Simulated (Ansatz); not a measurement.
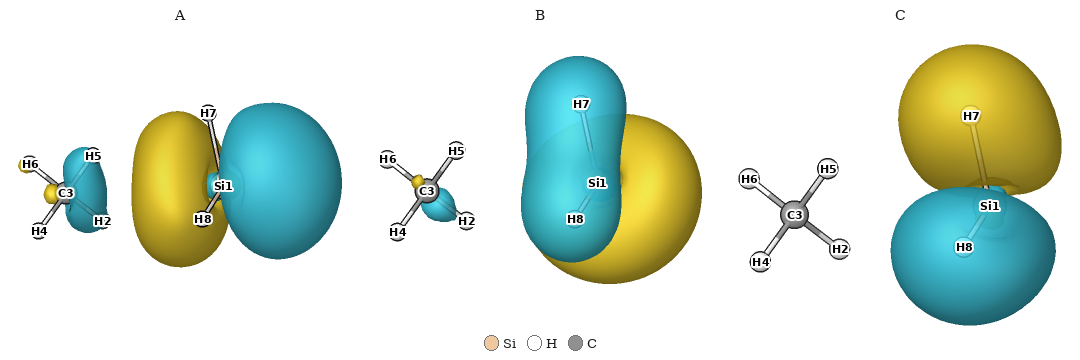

H₂Si···CH₄. Three frontier orbitals at ±0.1 Å⁻³ᐟ² (yellow and cyan are the two phases), in no order.

All numbers below come from RKS B3LYP-D4/def2-SVP in Ansatz 0.2.0.

```yaml
atoms:
  - { symbol: Si, position_ang: [-0.9223, 0.1155, 0.1387] }
  - { symbol: H, position_ang: [1.3185, -0.2109, 1.5329] }
  - { symbol: C, position_ang: [2.0819, -0.0473, 0.7494] }
  - { symbol: H, position_ang: [2.5630, -1.0068, 0.5157] }
  - { symbol: H, position_ang: [1.6462, 0.3671, -0.1751] }
  - { symbol: H, position_ang: [2.8177, 0.6727, 1.1335] }
  - { symbol: H, position_ang: [-0.4884, 1.1533, -0.9049] }
  - { symbol: H, position_ang: [-0.5362, -1.0437, -0.7854] }
```

Q: Order the three orbitals by energy and name them.

A: C is the HOMO−1 (−8.75 eV). Its weight (Hirshfeld) is mainly on Si1 (about 45 %), H7 (about 25 %) and H8 (about 25 %). B is the HOMO (−6.40 eV). By Hirshfeld shares it lies mainly on Si1 (about 75 %), H7 (about 10 %) and H8 (about 10 %). A is the LUMO (−2.67 eV). It lies mainly on Si1 (about 80 %).

Q: What is the HOMO–LUMO gap?

A: 3.73 eV between the orbital energies.
